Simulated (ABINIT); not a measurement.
# BN (P6_3mc): bands and cutoff in G0W0 with ABINIT, part 2 of 2

What does each rung of G0W0 on BN (P6_3mc) cost, and what does it buy?

ABINIT 10.8.3; LDA and many-body steps on it, plane waves. Known limits of the many-body steps: not at the basis limit; coarse k mesh.

So far. Step 3 (Screening, 6×6×4 mesh, 125 bands, screening to 203.5 eV): Local fields lower ε∞ by 7 %. On a Γ-centred mesh this coarse the value itself is usually too large, while a short band sum pulls it down. Step 4 (125 bands, 203.5 eV): The gap on the mesh goes from 5.05 eV to 6.91 eV, a correction of +1.86 eV.

The database entry behind the starting cell has ideal inner coordinates that were not refined, so it need not match the best structure at ambient conditions.

**6. 187 bands, 269.4 eV**

This step: G0W0 on LDA, plane waves, norm-conserving pseudopotentials.

The input, run.abi:

```
acell 3*1.0 Angstrom
rprim 
  2.536000000002 -0.000000000000 0.000000000000
  -1.268000000000 2.196240423999 0.000000000000
  0.000000000000 0.000000000000 4.199000000000
ntypat 2
znucl 5 7
natom 4
typat 1 1 2 2
xred 
  0.666666666667 0.333333333333 0.000000000000
  0.333333333333 0.666666666667 0.500000000000
  0.666666666667 0.333333333333 0.375000000000
  0.333333333333 0.666666666667 0.875000000000
pp_dirpath "pseudos"
pseudos "B.upf, N.upf"
ecut 36
ngkpt 6 6 4
nshiftk 1
shiftk 0 0 0
kptopt 1
chksymbreak 0
istwfk *1
occopt 1
irdwfk 1
optdriver 4
nband 187
gwcalctyp 0
ecutsigx 36
symsigma 1
nkptgw 6
kptgw 
  0.0000000000 0.0000000000 0.0000000000
  0.3333333333 0.3333333333 0.0000000000
  0.1666666667 0.0000000000 0.0000000000
  0.5000000000 0.0000000000 0.0000000000
  0.0000000000 0.0000000000 0.5000000000
  0.5000000000 0.0000000000 0.5000000000
bdgw 
  7 10
  7 11
  7 10
  7 10
  5 10
  7 10
ecuteps 9.9
irdscr 1
ppmodel 1
indata_prefix "in"
outdata_prefix "out"
tmpdata_prefix "tmp"
```

Started as:

```bash
$ OMP_NUM_THREADS=1 mpirun -n 8 abinit run.abi > log
```

Output:

```text
.Version 10.8.3 of ABINIT. v10.8.2 released Aug 2026.

 Symmetries : space group P6_3 m c (#186); Bravais hP (primitive hexag.)
[... echo of the input left out ...]
== DATASET  1 ==================================================================
-   mpi_nproc: 8, omp_nthreads: 1 (-1 if OMP is not activated)

--- !DatasetInfo
iteration_state: {dtset: 1, }
dimensions: {natom: 4, nkpt: 21, mband: 187, nsppol: 1, nspinor: 1, nspden: 1, mpw: 1677, }
cutoff_energies: {ecut:  36.0, pawecutdg:  -1.0, }
electrons: {nelect:   1.60000000E+01, charge:   0.00000000E+00, occopt:   1.00000000E+00, tsmear:   1.00000000E-02, }

 SIGMA: Calculation of the GW corrections

 Based on a program developped by R.W. Godby, V. Olevano, G. Onida, and L. Reining.
 Incorporated in ABINIT by V. Olevano, G.-M. Rignanese, and M. Torrent.
.Using double precision arithmetic ; gwpc =  8

[... cell and pseudopotentials left out ...]
--------------------------------------------------------------------------------

 ==== K-mesh for the wavefunctions ====
 Number of points in the irreducible wedge :    21
[... list of points left out ...]
 Together with 12 symmetry operations and time-reversal symmetry
 yields   144 points in the full Brillouin Zone.

 ==== Q-mesh for screening function ====
 Number of points in the irreducible wedge :    21
[... list of points left out ...]
 Together with 12 symmetry operations and time-reversal symmetry
 yields   144 points in the full Brillouin Zone.

 vcoul_init : cutoff-mode = AUXILIARY_FUNCTION
 q-points for optical limit:   1
     1)      0.000010    0.000020    0.000030
 setmesh: FFT mesh size selected  =    27x   27x   48
          total number of points  =        34992

 Number of electrons calculated from density =   16.0000; Expected =   16.0000
[...]
--- !SelfEnergy_ee
iteration_state: {dtset: 1, }
kpoint     : [   0.333,    0.333,    0.000, ]
spin       : 1
KS_gap     :   10.505
QP_gap     :   12.907
Delta_QP_KS:    2.403
data: !SigmaeeData |
     Band     E0 <VxcDFT>   SigX SigC(E0)      Z dSigC/dE  Sig(E)    E-E0       E
[...]
--- !SelfEnergy_ee
iteration_state: {dtset: 1, }
kpoint     : [   0.167,    0.000,    0.000, ]
spin       : 1
KS_gap     :    8.334
QP_gap     :   10.401
Delta_QP_KS:    2.068
data: !SigmaeeData |
     Band     E0 <VxcDFT>   SigX SigC(E0)      Z dSigC/dE  Sig(E)    E-E0       E
[...]
--- !SelfEnergy_ee
iteration_state: {dtset: 1, }
kpoint     : [   0.500,    0.000,    0.000, ]
spin       : 1
KS_gap     :    8.910
QP_gap     :   10.953
Delta_QP_KS:    2.043
data: !SigmaeeData |
     Band     E0 <VxcDFT>   SigX SigC(E0)      Z dSigC/dE  Sig(E)    E-E0       E
[...]
--- !SelfEnergy_ee
iteration_state: {dtset: 1, }
kpoint     : [   0.000,    0.000,    0.500, ]
spin       : 1
KS_gap     :   10.818
QP_gap     :   12.953
Delta_QP_KS:    2.135
data: !SigmaeeData |
     Band     E0 <VxcDFT>   SigX SigC(E0)      Z dSigC/dE  Sig(E)    E-E0       E
[...]
--- !SelfEnergy_ee
iteration_state: {dtset: 1, }
kpoint     : [   0.500,    0.000,    0.500, ]
spin       : 1
KS_gap     :   10.204
QP_gap     :   12.412
Delta_QP_KS:    2.208
data: !SigmaeeData |
     Band     E0 <VxcDFT>   SigX SigC(E0)      Z dSigC/dE  Sig(E)    E-E0       E
[...]
9  14.896 -13.387  -7.448  -4.909   0.848  -0.179 -12.514   0.873  15.769
       10  14.896 -13.387  -7.448  -4.909   0.848  -0.179 -12.514   0.873  15.769

== END DATASET(S) ==============================================================
================================================================================

 -outvars: echo values of variables after computation  --------
           etotal      0.0000000000E+00
            nband         187
             nkpt          21
          spgroup         186
 [... the other variables as echoed above ...]

 Calculation completed.
```

Run time: 67 s. Hardware: 8 MPI ranks of Arm Neoverse V1, shared host; peak memory 2 GiB.

This step gave:

```yaml
g0w0_gap_on_the_mesh: 7.005 eV
starting_gap_on_the_mesh: 5.052 eV
k_of_the_valence_top: 0, 0, 0
k_of_the_conduction_bottom: 0.3333, 0.3333, 0
z_at_the_valence_top: 0.825
z_at_the_conduction_bottom: 0.858
least_direct_g0w0_gap_on_the_computed_points: 10.40 eV
```

Against G0W0 in ABINIT (6×6×4 mesh, 125 bands, screening to 203.5 eV, Godby-Needs plasmon pole), the gap moves by +0.092 eV.

**7. Screening, 6×6×4 mesh, 283 bands, screening to 359.2 eV**

This step: RPA screening on LDA, plane waves, norm-conserving pseudopotentials.

The input, run.abi:

```
acell 3*1.0 Angstrom
rprim 
  2.536000000002 -0.000000000000 0.000000000000
  -1.268000000000 2.196240423999 0.000000000000
  0.000000000000 0.000000000000 4.199000000000
ntypat 2
znucl 5 7
natom 4
typat 1 1 2 2
xred 
  0.666666666667 0.333333333333 0.000000000000
  0.333333333333 0.666666666667 0.500000000000
  0.666666666667 0.333333333333 0.375000000000
  0.333333333333 0.666666666667 0.875000000000
pp_dirpath "pseudos"
pseudos "B.upf, N.upf"
ecut 36
ngkpt 6 6 4
nshiftk 1
shiftk 0 0 0
kptopt 1
chksymbreak 0
istwfk *1
occopt 1
irdwfk 1
optdriver 3
nband 283
ecuteps 13.2
inclvkb 2
awtr 1
symchi 1
indata_prefix "in"
outdata_prefix "out"
tmpdata_prefix "tmp"
```

Output:

```text
.Version 10.8.3 of ABINIT. v10.8.2 released Aug 2026.

 Symmetries : space group P6_3 m c (#186); Bravais hP (primitive hexag.)
[... echo of the input left out ...]
== DATASET  1 ==================================================================
-   mpi_nproc: 8, omp_nthreads: 1 (-1 if OMP is not activated)

--- !DatasetInfo
iteration_state: {dtset: 1, }
dimensions: {natom: 4, nkpt: 21, mband: 283, nsppol: 1, nspinor: 1, nspden: 1, mpw: 1677, }
cutoff_energies: {ecut:  36.0, pawecutdg:  -1.0, }
[...]
--------------------------------------------------------------------------------
[... chi0 elements left out ...]
 For q-point:  0.000010 0.000020 0.000030
  dielectric constant =   4.3868
  dielectric constant without local fields =   4.7391

  Average fulfillment of the sum rule on Im[epsilon] for q-point    1 :     97.89  [%]
[... wings left out ...]
  q-point number  2        q = ( 0.166667, 0.000000, 0.000000) [r.l.u.]
--------------------------------------------------------------------------------
[... chi0 elements left out ...]
  Average fulfillment of the sum rule on Im[epsilon] for q-point    2 :     99.99  [%]

 [... 19 further q-points ...]
```

The job ended after 4.3 min (8 MPI ranks; peak memory 2.3 GiB; 34 min of CPU time).

Numbers from this step:

| Property | Result |
| --- | --- |
| ε∞ with local fields, on this mesh, along the program's q direction | 4.387 |
| the same without local fields | 4.739 |
| plasma frequency | 30.71 eV |
| plane waves in the screening matrix | 373 |

**8. 283 bands, 359.2 eV**

This step: G0W0 on LDA, plane waves, norm-conserving pseudopotentials.

run.abi: that of step 7 with these lines changed.

```diff
@@ -25,8 +25,25 @@
 irdwfk 1
-optdriver 3
+optdriver 4
 nband 283
+gwcalctyp 0
+ecutsigx 36
+symsigma 1
+nkptgw 6
+kptgw 
+  0.0000000000 0.0000000000 0.0000000000
+  0.3333333333 0.3333333333 0.0000000000
+  0.1666666667 0.0000000000 0.0000000000
+  0.5000000000 0.0000000000 0.0000000000
+  0.0000000000 0.0000000000 0.5000000000
+  0.5000000000 0.0000000000 0.5000000000
+bdgw 
+  7 10
+  7 11
+  7 10
+  7 10
+  5 10
+  7 10
 ecuteps 13.2
-inclvkb 2
-awtr 1
-symchi 1
+irdscr 1
+ppmodel 1
 indata_prefix "in"
```

Output:

```text
.Version 10.8.3 of ABINIT. v10.8.2 released Aug 2026.

 Symmetries : space group P6_3 m c (#186); Bravais hP (primitive hexag.)
[... echo of the input left out ...]
== DATASET  1 ==================================================================
-   mpi_nproc: 8, omp_nthreads: 1 (-1 if OMP is not activated)

--- !DatasetInfo
iteration_state: {dtset: 1, }
dimensions: {natom: 4, nkpt: 21, mband: 283, nsppol: 1, nspinor: 1, nspden: 1, mpw: 1677, }
cutoff_energies: {ecut:  36.0, pawecutdg:  -1.0, }
[...]
Band     E0 <VxcDFT>   SigX SigC(E0)      Z dSigC/dE  Sig(E)    E-E0       E
[...]
9  14.896 -13.387  -7.448  -4.969   0.848  -0.180 -12.564   0.823  15.719
       10  14.896 -13.387  -7.448  -4.969   0.848  -0.180 -12.564   0.823  15.719

== END DATASET(S) ==============================================================
================================================================================

 -outvars: echo values of variables after computation  --------
           etotal      0.0000000000E+00
            nband         283
             nkpt          21
          spgroup         186
 [... the other variables as echoed above ...]

 Calculation completed.
```

The job ended after 3.6 min (8 MPI ranks; peak memory 3.2 GiB; 29 min of CPU time).

This step gave:

| Property | Result |
| --- | --- |
| G0W0 gap on the mesh | 7.067 eV |
| starting gap on the mesh | 5.052 eV |
| k of the valence top | 0, 0, 0 |
| k of the conduction bottom | 0.3333, 0.3333, 0 |
| least direct G0W0 gap on the computed points | 10.45 eV |

Against G0W0 in ABINIT (6×6×4 mesh, 187 bands, screening to 269.4 eV, Godby-Needs plasmon pole), the gap moves by +0.062 eV.

**9. Screening, 6×6×4 mesh, 417 bands, screening to 466.9 eV**

This step: RPA screening on LDA, plane waves, norm-conserving pseudopotentials.

The input, run.abi:

```
acell 3*1.0 Angstrom
rprim 
  2.536000000002 -0.000000000000 0.000000000000
  -1.268000000000 2.196240423999 0.000000000000
  0.000000000000 0.000000000000 4.199000000000
ntypat 2
znucl 5 7
natom 4
typat 1 1 2 2
xred 
  0.666666666667 0.333333333333 0.000000000000
  0.333333333333 0.666666666667 0.500000000000
  0.666666666667 0.333333333333 0.375000000000
  0.333333333333 0.666666666667 0.875000000000
pp_dirpath "pseudos"
pseudos "B.upf, N.upf"
ecut 36
ngkpt 6 6 4
nshiftk 1
shiftk 0 0 0
kptopt 1
chksymbreak 0
istwfk *1
occopt 1
irdwfk 1
optdriver 3
nband 417
ecuteps 17.16
inclvkb 2
awtr 1
symchi 1
indata_prefix "in"
outdata_prefix "out"
tmpdata_prefix "tmp"
```

Output:

```text
.Version 10.8.3 of ABINIT. v10.8.2 released Aug 2026.

 Symmetries : space group P6_3 m c (#186); Bravais hP (primitive hexag.)
[... echo of the input left out ...]
== DATASET  1 ==================================================================
-   mpi_nproc: 8, omp_nthreads: 1 (-1 if OMP is not activated)

--- !DatasetInfo
iteration_state: {dtset: 1, }
dimensions: {natom: 4, nkpt: 21, mband: 417, nsppol: 1, nspinor: 1, nspden: 1, mpw: 1677, }
cutoff_energies: {ecut:  36.0, pawecutdg:  -1.0, }
[...]
--------------------------------------------------------------------------------
[... chi0 elements left out ...]
 For q-point:  0.000010 0.000020 0.000030
  dielectric constant =   4.3851
  dielectric constant without local fields =   4.7392

  Average fulfillment of the sum rule on Im[epsilon] for q-point    1 :     99.67  [%]
[... wings left out ...]
  q-point number  2        q = ( 0.166667, 0.000000, 0.000000) [r.l.u.]
--------------------------------------------------------------------------------
[... chi0 elements left out ...]
  Average fulfillment of the sum rule on Im[epsilon] for q-point    2 :    100.94  [%]

 [... 19 further q-points ...]
```

Wall time 12 min (8 MPI ranks); peak memory 3.8 GiB.

Numbers from this step:

| Item | Value |
| --- | --- |
| ε∞ with local fields, on this mesh, along the program's q direction | 4.385 |
| the same without local fields | 4.739 |
| plasma frequency | 30.71 eV |
| plane waves in the screening matrix | 549 |

**10. 417 bands, 466.9 eV**

This step: G0W0 on LDA, plane waves, norm-conserving pseudopotentials.

run.abi: that of step 9 with these lines changed.

```diff
@@ -25,8 +25,25 @@
 irdwfk 1
-optdriver 3
+optdriver 4
 nband 417
+gwcalctyp 0
+ecutsigx 36
+symsigma 1
+nkptgw 6
+kptgw 
+  0.0000000000 0.0000000000 0.0000000000
+  0.3333333333 0.3333333333 0.0000000000
+  0.1666666667 0.0000000000 0.0000000000
+  0.5000000000 0.0000000000 0.0000000000
+  0.0000000000 0.0000000000 0.5000000000
+  0.5000000000 0.0000000000 0.5000000000
+bdgw 
+  7 10
+  7 11
+  7 10
+  7 10
+  5 10
+  7 10
 ecuteps 17.16
-inclvkb 2
-awtr 1
-symchi 1
+irdscr 1
+ppmodel 1
 indata_prefix "in"
```

Output:

```text
.Version 10.8.3 of ABINIT. v10.8.2 released Aug 2026.

 Symmetries : space group P6_3 m c (#186); Bravais hP (primitive hexag.)
[... echo of the input left out ...]
== DATASET  1 ==================================================================
-   mpi_nproc: 8, omp_nthreads: 1 (-1 if OMP is not activated)

--- !DatasetInfo
iteration_state: {dtset: 1, }
dimensions: {natom: 4, nkpt: 21, mband: 417, nsppol: 1, nspinor: 1, nspden: 1, mpw: 1677, }
cutoff_energies: {ecut:  36.0, pawecutdg:  -1.0, }
[...]
Band     E0 <VxcDFT>   SigX SigC(E0)      Z dSigC/dE  Sig(E)    E-E0       E
[...]
9  14.896 -13.387  -7.448  -5.002   0.848  -0.180 -12.593   0.794  15.691
       10  14.896 -13.387  -7.448  -5.002   0.848  -0.180 -12.593   0.794  15.691

== END DATASET(S) ==============================================================
================================================================================

 -outvars: echo values of variables after computation  --------
           etotal      0.0000000000E+00
            nband         417
             nkpt          21
          spgroup         186
 [... the other variables as echoed above ...]

 Calculation completed.
```

The job ended after 11 min (8 MPI ranks; peak memory 5.8 GiB; 90 min of CPU time).

Numbers from this step:

```
G0W0 gap on the mesh                         : 7.107 eV
starting gap on the mesh                     : 5.052 eV
k of the valence top                         : 0, 0, 0
k of the conduction bottom                   : 0.3333, 0.3333, 0
least direct G0W0 gap on the computed points : 10.47 eV
```

Against G0W0 in ABINIT (6×6×4 mesh, 283 bands, screening to 359.2 eV, Godby-Needs plasmon pole), the gap moves by +0.040 eV.

**11. Screening, 6×6×4 mesh, 601 bands, screening to 598.7 eV**

This step: RPA screening on LDA, plane waves, norm-conserving pseudopotentials.

The input, run.abi:

```
acell 3*1.0 Angstrom
rprim 
  2.536000000002 -0.000000000000 0.000000000000
  -1.268000000000 2.196240423999 0.000000000000
  0.000000000000 0.000000000000 4.199000000000
ntypat 2
znucl 5 7
natom 4
typat 1 1 2 2
xred 
  0.666666666667 0.333333333333 0.000000000000
  0.333333333333 0.666666666667 0.500000000000
  0.666666666667 0.333333333333 0.375000000000
  0.333333333333 0.666666666667 0.875000000000
pp_dirpath "pseudos"
pseudos "B.upf, N.upf"
ecut 36
ngkpt 6 6 4
nshiftk 1
shiftk 0 0 0
kptopt 1
chksymbreak 0
istwfk *1
occopt 1
irdwfk 1
optdriver 3
nband 601
ecuteps 22
inclvkb 2
awtr 1
symchi 1
indata_prefix "in"
outdata_prefix "out"
tmpdata_prefix "tmp"
```

Output:

```text
.Version 10.8.3 of ABINIT. v10.8.2 released Aug 2026.

 Symmetries : space group P6_3 m c (#186); Bravais hP (primitive hexag.)
[... echo of the input left out ...]
== DATASET  1 ==================================================================
-   mpi_nproc: 8, omp_nthreads: 1 (-1 if OMP is not activated)

--- !DatasetInfo
iteration_state: {dtset: 1, }
dimensions: {natom: 4, nkpt: 21, mband: 601, nsppol: 1, nspinor: 1, nspden: 1, mpw: 1677, }
cutoff_energies: {ecut:  36.0, pawecutdg:  -1.0, }
[...]
--------------------------------------------------------------------------------
[... chi0 elements left out ...]
 For q-point:  0.000010 0.000020 0.000030
  dielectric constant =   4.3848
  dielectric constant without local fields =   4.7392

  Average fulfillment of the sum rule on Im[epsilon] for q-point    1 :    100.71  [%]
[... wings left out ...]
  q-point number  2        q = ( 0.166667, 0.000000, 0.000000) [r.l.u.]
--------------------------------------------------------------------------------
[... chi0 elements left out ...]
  Average fulfillment of the sum rule on Im[epsilon] for q-point    2 :    101.57  [%]

 [... 19 further q-points ...]
```

Wall time 34 min (8 MPI ranks); peak memory 5.9 GiB.

This step gave:

```
ε∞ with local fields, on this mesh, along the program's q direction : 4.385
the same without local fields                                       : 4.739
plasma frequency                                                    : 30.71 eV
plane waves in the screening matrix                                 : 761
```

**12. 601 bands, 598.7 eV**

This step: G0W0 on LDA, plane waves, norm-conserving pseudopotentials.

run.abi: that of step 11 with these lines changed.

```diff
@@ -25,8 +25,25 @@
 irdwfk 1
-optdriver 3
+optdriver 4
 nband 601
+gwcalctyp 0
+ecutsigx 36
+symsigma 1
+nkptgw 6
+kptgw 
+  0.0000000000 0.0000000000 0.0000000000
+  0.3333333333 0.3333333333 0.0000000000
+  0.1666666667 0.0000000000 0.0000000000
+  0.5000000000 0.0000000000 0.0000000000
+  0.0000000000 0.0000000000 0.5000000000
+  0.5000000000 0.0000000000 0.5000000000
+bdgw 
+  7 10
+  7 11
+  7 10
+  7 10
+  5 10
+  7 10
 ecuteps 22
-inclvkb 2
-awtr 1
-symchi 1
+irdscr 1
+ppmodel 1
 indata_prefix "in"
```

Output:

```text
.Version 10.8.3 of ABINIT. v10.8.2 released Aug 2026.

 Symmetries : space group P6_3 m c (#186); Bravais hP (primitive hexag.)
[... echo of the input left out ...]
== DATASET  1 ==================================================================
-   mpi_nproc: 8, omp_nthreads: 1 (-1 if OMP is not activated)

--- !DatasetInfo
iteration_state: {dtset: 1, }
dimensions: {natom: 4, nkpt: 21, mband: 601, nsppol: 1, nspinor: 1, nspden: 1, mpw: 1677, }
cutoff_energies: {ecut:  36.0, pawecutdg:  -1.0, }
[...]
Band     E0 <VxcDFT>   SigX SigC(E0)      Z dSigC/dE  Sig(E)    E-E0       E
[...]
9  14.896 -13.387  -7.448  -5.021   0.848  -0.180 -12.609   0.778  15.675
       10  14.896 -13.387  -7.448  -5.021   0.848  -0.180 -12.609   0.778  15.675

== END DATASET(S) ==============================================================
================================================================================

 -outvars: echo values of variables after computation  --------
           etotal      0.0000000000E+00
            nband         601
             nkpt          21
          spgroup         186
 [... the other variables as echoed above ...]

 Calculation completed.
```

It took 31 min on 8 MPI ranks; peak memory 9.9 GiB.

This step gave:

```yaml
g0w0_gap_on_the_mesh: 7.13 eV
starting_gap_on_the_mesh: 5.052 eV
k_of_the_valence_top: 0, 0, 0
k_of_the_conduction_bottom: 0.3333, 0.3333, 0
least_direct_g0w0_gap_on_the_computed_points: 10.49 eV
```

Against G0W0 in ABINIT (6×6×4 mesh, 417 bands, screening to 466.9 eV, Godby-Needs plasmon pole), the gap moves by +0.023 eV.

**13. Side by side**

Times are wall times on 8 MPI ranks of Arm Neoverse V1, shared host, good to a factor of about two. A run's time includes the screening step that it read.

```csv
run,mesh,bands,screening cutoff (eV),DFT gap (eV),gap on the mesh (eV),direct (eV),ε∞ used,time
"125 bands, 203.5 eV",6×6×4,125,203.5,5.052,6.913,10.341,4.39,57 s
"187 bands, 269.4 eV",6×6×4,187,269.4,5.052,7.005,10.401,4.39,2.9 min
"283 bands, 359.2 eV",6×6×4,283,359.2,5.052,7.067,10.445,4.39,7.9 min
"417 bands, 466.9 eV",6×6×4,417,466.9,5.052,7.107,10.473,4.39,24 min
"601 bands, 598.7 eV",6×6×4,601,598.7,5.052,7.130,10.492,4.38,65 min
```

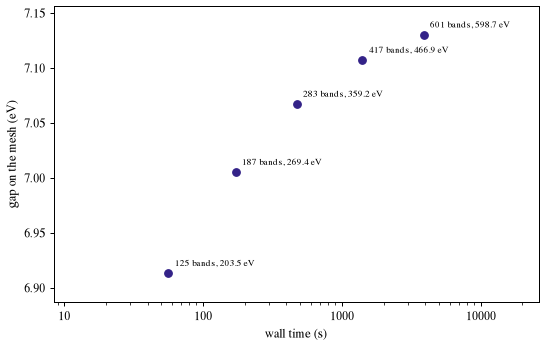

Result against wall time.

**14. Results**

- 125 bands, 203.5 eV: 6.913 eV
- 187 bands, 269.4 eV: 7.005 eV
- 283 bands, 359.2 eV: 7.067 eV
- 417 bands, 466.9 eV: 7.107 eV
- 601 bands, 598.7 eV: 7.130 eV
- known limits: not at the basis limit; coarse k mesh

**Reading.** From the first rung to the last the gap moves by +0.22 eV for 69 times the time. The 6×6×4 mesh is coarse for this cell, which bears on the long-range parts of exchange and screening.

[Paths, hosts, dates, memory and timing lines, banners, echoed tables and standing remarks are left out of the program output.]

[Logs are printed without paths, hosts, clocks, repeated set-up lines and the standing remarks that a program may print on its own settings, such as how far it seeks lower states.]

[Runs of the session that timed out or met a known fault of the program may be left out.]

[Hosts, paths, dates, database ids (printed as entryN), source tags and the programs' standing remarks are cut or masked in the printed files.]

[G0W0 gaps are taken among the corrected bands and points alone; a level outside them can change the order at an edge.]

[Where Ansatz stands beside ABINIT at settings called matched, ABINIT's density can come from a denser mesh and the files from another edition; pairs whose starting gaps differed by over 0.03 eV were left out, so agreement reads better than it is.]
